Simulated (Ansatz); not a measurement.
**A computed series for La2O3: pressure series**

Consider La2O3 (space group P-3m1, No. 164; a = 3.9352 Å, c = 6.1257 Å).

Cell and atoms are relaxed at each pressure.

Calculations: plane-wave PAW DFT at the r2SCAN level (Ansatz, a program for electronic structure, 500 eV), spin-orbit coupling left out, earlier PAW set.

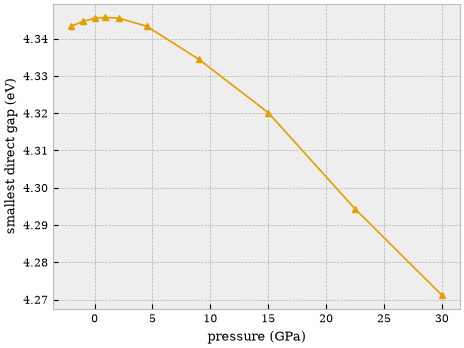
Figure. Smallest direct gap against pressure

**Question.** From the plot, what is the smallest direct gap for pressure 22.5 GPa?

**Answer.** About 4.29 eV.

**Question.** Is the trend monotonic over the range shown?

**Answer.** Yes, it falls throughout, spanning 4.27 eV to 4.35 eV.

Load acts through the strain it causes; cell and atoms are relaxed under it. No phonon test of stability was made. No other phases were tried under pressure.
